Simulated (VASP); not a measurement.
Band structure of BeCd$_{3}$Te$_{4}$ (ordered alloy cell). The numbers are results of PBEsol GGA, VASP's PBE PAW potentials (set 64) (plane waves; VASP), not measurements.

Unless said otherwise, spin-orbit coupling is left out, though it shifts the bands of the heavy elements here.

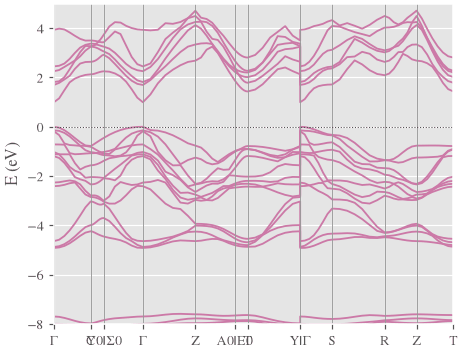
*Bands along high-symmetry lines, zero at the valence-band maximum or, without a gap, the Fermi level*

Q: Read the plot: is there a gap, and where are the band edges?

A: The gap is direct, 0.99 eV, from the valence maximum at Γ to the conduction minimum at Γ. (Edges off the drawn lines would not show.)

The structure was generated: BeCd3Te4 was put into an ordered model structure (Amm2), which need not be its known phase. It was relaxed first.
